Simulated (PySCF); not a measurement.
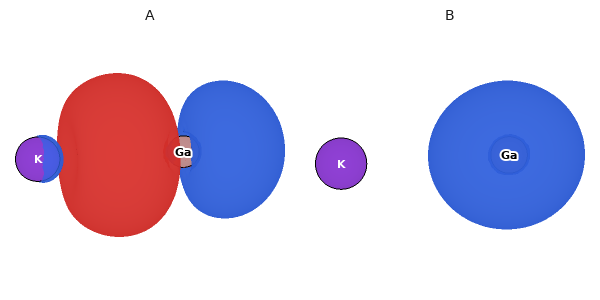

The picture shows: KGa (charge +1, doublet). Two frontier α-spin orbitals, each drawn at the value that holds 80 % of its norm (blue and red are the two phases), in no order; of a degenerate pair one member is drawn.

All numbers below come from PySCF 2.14.0, PBE0/x2c-SVPall, spin-free X2C-1e, Gaussian nucleus, at a bond length of 3.963 Å.

**Label each orbital by symmetry, say whether it is occupied, and order them by energy.**

Orbital B: σ, occupied in this spin, −14.22 eV; almost wholly on Ga.
Orbital A: σ, occupied in this spin, −8.02 eV; mainly on Ga (80 %).
